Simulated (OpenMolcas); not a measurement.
**H3NO (hydroxylamine): a chain of runs**

We compute a single-point energy (HF/ANO-R0), then a single-point energy (CASSCF(10,9)/ANO-R2), then the energy (CASPT2(10,9)/ANO-R2) of H3NO (hydroxylamine). 

Program for the calculation: OpenMolcas 26.06.

**1. The system as given**

The species is H3NO (5 atoms), meant as a singlet with charge 0. As SMILES, `NO`. The coordinates come from a GFN2-xTB relaxation. This is one conformer, not always the lowest.

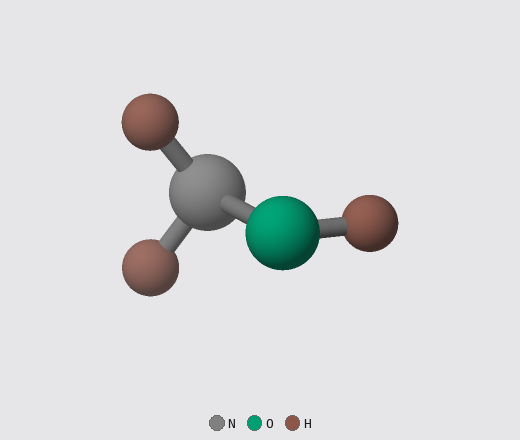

Viewed from a chosen angle; nitrogen grey, oxygen teal, hydrogen brown.

**2. The energy at HF/ANO-R0 (sfX2C) (run 1)**

Contents of step1.input:

```
* H3NO Hartree-Fock

&GATEWAY
  Coord
  5
  bohr
  N     -0.33809090    -0.69247124    -0.59133310
  O      0.70246789     1.27414784     0.94818898
  H     -0.30570100    -2.27927427     0.50126875
  H     -2.18582731    -0.21601459    -0.85910729
  H      2.12715131     1.91359337     0.00100155
  Basis = ANO-R0
  Group = NoSym

&SEWARD

&SCF
  PrOrbitals = 0
```

On the command line:

```bash
$ export MOLCAS_MEM=1860
$ pymolcas step1.input > step1.log
```

The program printed, shortened:

```text
--- Start Module: gateway ---
[...]
--- Stop Module: gateway /rc=_RC_ALL_IS_WELL_ ---
--- Start Module: seward ---
[...]
      Basis functions           13
--- Stop Module: seward /rc=_RC_ALL_IS_WELL_ ---
--- Start Module: scf ---
[...]
       Convergence after  10 Iterations
[...]
::    Total SCF energy                               -130.5942976702
[...]
      Total spin, S                                     0.0000000000
[...]
      Total electronic charge=   18.000000
      Total            charge=   -0.000000
[...]
      Dipole Moment (debye):
      Origin of the operator (angstrom)=    0.0983    0.1618    0.1046
                   X= -1.2581E-01               Y= -9.6733E-02               Z=  6.5690E-02           Total=  1.7176E-01
      Quadrupole Moment (debye*angstrom):
[...]
--- Stop Module: scf /rc=_RC_ALL_IS_WELL_ ---
[...]
```

It took 1.7 s on 1 thread of Arm Neoverse V1, shared host; peak memory 0.38 GiB.

**3. A single-point energy at CASSCF(10,9)/ANO-R2 (sfX2C, RICD fitting) (run 2)**

Contents of step2.input:

```
* H3NO CASSCF

&GATEWAY
  Coord
  5
  bohr
  N     -0.33809090    -0.69247124    -0.59133310
  O      0.70246789     1.27414784     0.94818898
  H     -0.30570100    -2.27927427     0.50126875
  H     -2.18582731    -0.21601459    -0.85910729
  H      2.12715131     1.91359337     0.00100155
  Basis=ANO-R0
  Group=NoSym

&SEWARD

&RASSCF
  FileOrb=$CurrDir/step1.ScfOrb
  Spin=1
  Nactel=10 0 0
  Inactive=4
  Ras2=9
  OrbListing=Nothing
>>> COPY $Project.RunFile RUNFIL1
>>> COPY $Project.RasOrb INPORB

&GATEWAY
  Coord
  5
  bohr
  N     -0.33809090    -0.69247124    -0.59133310
  O      0.70246789     1.27414784     0.94818898
  H     -0.30570100    -2.27927427     0.50126875
  H     -2.18582731    -0.21601459    -0.85910729
  H      2.12715131     1.91359337     0.00100155
  Basis=ANO-R2
  Group=NoSym
  RICD

&SEWARD
>>> COPY $Project.RunFile RUNFIL2

&EXPBAS

&RASSCF
  FileOrb=$Project.ExpOrb
  Spin=1
  Nactel=10 0 0
  Inactive=4
  Ras2=9
  OrbListing=Nothing
  OrbAppear=Compact
```

On the command line:

```bash
$ export MOLCAS_MEM=1860
$ pymolcas step2.input > step2.log
```

The program printed, shortened:

```text
--- Start Module: gateway ---
[...]
--- Stop Module: gateway /rc=_RC_ALL_IS_WELL_ ---
[...]
      Basis functions           13
[...]
      Number of active orbitals                  9
[...]
      Spin quantum number                      0.0
[...]
      Active orbitals                            9
[...]
      Number of CSFs                          5292
[...]
      Number of root(s) required                 1
[...]
      Convergence after 18 iterations
[...]
      printout of CI-coefficients larger than  0.05 for root  1
      energy=    -130.703648
      conf/sym  111111111     Coeff  Weight
             1  222220000  -0.96645 0.93403
             3  222202000   0.05318 0.00283
           145  u222du0d0  -0.06831 0.00467
           416  220220002   0.12130 0.01471
           529  202220200   0.09344 0.00873
           640  022220020   0.08025 0.00644
      Natural orbitals and occupation numbers for root  1
      sym 1:   1.971401   1.968106   1.949008   1.995901   1.979776   0.023969   0.032837   0.027146   0.051856
      ************************************************************************************************************************
      *                                                    Final results                                                     *
[...]
::    RASSCF root number  1 Total energy:   -130.70364790
[...]
      Basis functions          108
[...]
--- Start Module: expbas ---
[...]
--- Stop Module: expbas /rc=_RC_ALL_IS_WELL_ ---
--- Start Module: rasscf ---
[...]
      Convergence after 22 iterations
[...]
      Natural orbitals and occupation numbers for root  1
      sym 1:   1.977423   1.975990   1.960006   1.998328   1.979145   0.021921   0.023566   0.022223   0.041398
      ************************************************************************************************************************
      *                                                    Final results                                                     *
[...]
::    RASSCF root number  1 Total energy:   -131.24754652
[...]
      Total electronic charge=   18.000000
      Total            charge=   -0.000000
[...]
      Dipole Moment (debye):
      Origin of the operator (angstrom)=    0.0983    0.1618    0.1046
                   X= -2.1636E-01               Y= -3.9361E-01               Z= -2.5418E-01           Total=  5.1609E-01
      Quadrupole Moment (debye*angstrom):
[...]
--- Stop Module: rasscf /rc=_RC_ALL_IS_WELL_ ---
[...]
```

It took 18 s on 1 thread of Arm Neoverse V1, shared host; peak memory 0.38 GiB.

**4. The energy at CASPT2(10,9)/ANO-R2 (sfX2C, RICD fitting, ipea shift 0.25 Eh, pt2 variant SS) (run 3)**

Contents of step3.inp:

```
&gateway
coord
5
bohr
N     -0.33809090    -0.69247124    -0.59133310
O      0.70246789     1.27414784     0.94818898
H     -0.30570100    -2.27927427     0.50126875
H     -2.18582731    -0.21601459    -0.85910729
H      2.12715131     1.91359337     0.00100155
basis=ANO-R2
group=NoSym
ricd
&seward
&rasscf
fileorb=$CurrDir/step2.RasOrb
spin=1
nactel=10 0 0
inactive=4
ras2=9
orblisting=Nothing
orbappear=Compact
&caspt2
imaginary=0.2
```

On the command line:

```bash
$ export MOLCAS_MEM=1860
$ pymolcas step3.inp > step3.log
```

The program printed, shortened:

```text
--- Start Module: gateway ---
[...]
--- Stop Module: gateway /rc=_RC_ALL_IS_WELL_ ---
[...]
      Basis functions          108
[...]
--- Start Module: rasscf ---
[...]
      Number of active orbitals                  9
[...]
      Spin quantum number                      0.0
[...]
      Active orbitals                            9
[...]
      Number of CSFs                          5292
[...]
      Number of root(s) required                 1
[...]
      Convergence after  5 iterations
[...]
      printout of CI-coefficients larger than  0.05 for root  1
      energy=    -131.247547
      conf/sym  111111111     Coeff  Weight
             1  222220000  -0.97296 0.94666
            99  2u22dud00  -0.05349 0.00286
           145  u222du0d0  -0.05997 0.00360
           416  220220002   0.11971 0.01433
           529  202220200   0.06333 0.00401
           640  022220020   0.06851 0.00469
      Natural orbitals and occupation numbers for root  1
      sym 1:   1.977423   1.975990   1.960005   1.998328   1.979145   0.021921   0.023567   0.022223   0.041399
      ************************************************************************************************************************
      *                                                    Final results                                                     *
[...]
::    RASSCF root number  1 Total energy:   -131.24754652
[...]
      Total electronic charge=   18.000000
      Total            charge=   -0.000000
[...]
      Dipole Moment (debye):
      Origin of the operator (angstrom)=    0.0983    0.1618    0.1046
                   X= -2.1637E-01               Y= -3.9359E-01               Z= -2.5414E-01           Total=  5.1606E-01
      Quadrupole Moment (debye*angstrom):
[...]
--- Stop Module: rasscf /rc=_RC_ALL_IS_WELL_ ---
[...]
--- Start Module: caspt2 ---
[...]
      E2 (Variational):          -0.3585499832
      Total energy:            -131.6060965059
[...]
      Reference weight:           0.92396
[...]
::    CASPT2 Root  1     Total energy:   -131.60609651
[...]
--- Stop Module: caspt2 /rc=_RC_ALL_IS_WELL_ ---
[...]
```

Wall time 15 s (1 thread of Arm Neoverse V1, shared host); peak memory 0.13 GiB.

**5. What came out**

```
                                                  quantity          value
                            run 1, HF/ANO-R0: total energy  -130.59430 Eh
                           run 1, HF/ANO-R0: dipole moment         0.17 D
                             run 1, HF/ANO-R0: HOMO energy      -10.09 eV
                             run 1, HF/ANO-R0: LUMO energy        6.09 eV
                           run 1, HF/ANO-R0: HOMO–LUMO gap       16.18 eV
                  run 2, CASSCF(10,9)/ANO-R2: total energy  -131.24755 Eh
run 2, CASSCF(10,9)/ANO-R2: dipole moment (CASSCF density)         0.52 D
                  run 3, CASPT2(10,9)/ANO-R2: total energy  -131.60610 Eh
run 3, CASPT2(10,9)/ANO-R2: dipole moment (CASSCF density)         0.52 D
```

Mulliken charges (run 1, HF/ANO-R0) run from -0.52 on N1 to +0.36 on H5; they depend strongly on the basis. Mulliken charges (run 3, CASPT2(10,9)/ANO-R2) of the CASSCF density run from -0.29 on O2 to +0.21 on H5.
